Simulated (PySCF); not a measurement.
```xyz
10

La   -0.0971   -0.4389    0.0216
S     0.6993    1.8830    1.3386
H     1.9160    1.9657    0.7509
S    -2.2087   -1.8019    1.0801
H    -2.4902   -0.7932    1.9397
S     1.7032   -1.8160   -1.4970
H     1.0091   -2.9784   -1.4460
O    -1.1104    1.5468   -1.1911
H    -0.7318    2.2199   -0.5839
H    -1.9100    1.9042   -1.5940
```

Core potentials replace the inner electrons of La.

The calculation used PySCF 2.14.0, RKS PBE0, La def2-SVP with ECP46, S def2-SVP, H def2-SVP, O def2-SVP; non-relativistic Hamiltonian with scalar-relativistic core potentials where named; density fitting.

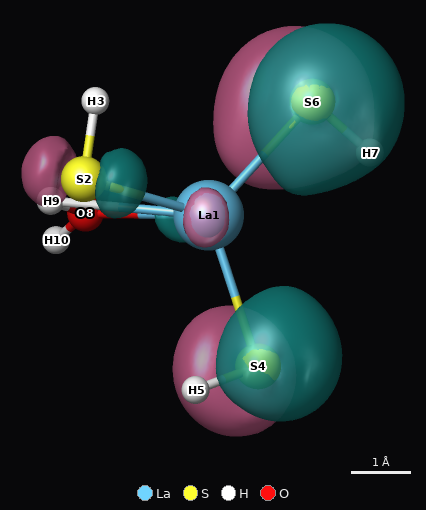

H5LaOS3 (La(SH)3(H2O)). The HOMO at ±0.08 Å⁻³ᐟ² (teal and pink are the two phases), seen across its widest extent.

Q: What is the character of this orbital?

A: Its weight (Hirshfeld) is mainly on S6 (about 55 %), S4 (about 25 %) and La1 (about 10 %). Its energy is −6.92 eV.
